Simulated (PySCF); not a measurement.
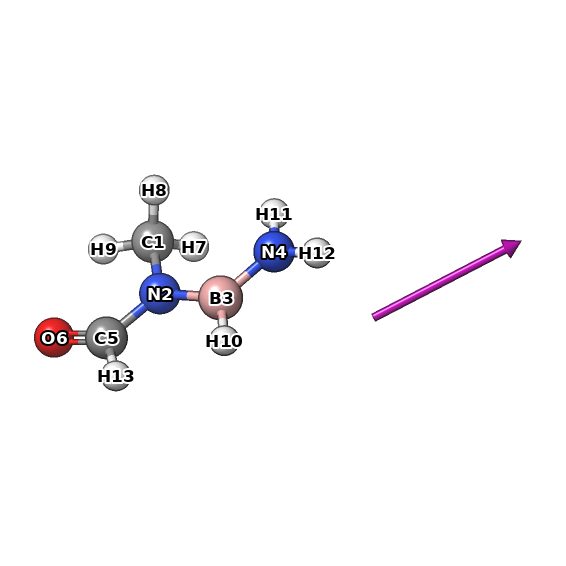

The arrow beside the molecule shows the direction of the dipole moment, from the negative to the positive end (its length means nothing). The geometry was computed by an optimisation with GFN2-xTB. No frequency run is at hand to confirm it as a minimum. Level of theory: B3LYP/def2-SVPD, gas phase (PySCF 2.14.0).

Estimate the dipole moment.

Answer. 4.60 D; it points from the side of O6 to the side of H12 (the outermost atoms at the two ends).

The geometry is semi-empirical. Around B such bond lengths and angles can be off by a tenth of an ångström or more and by several degrees, and values that hang on the shape move with them.
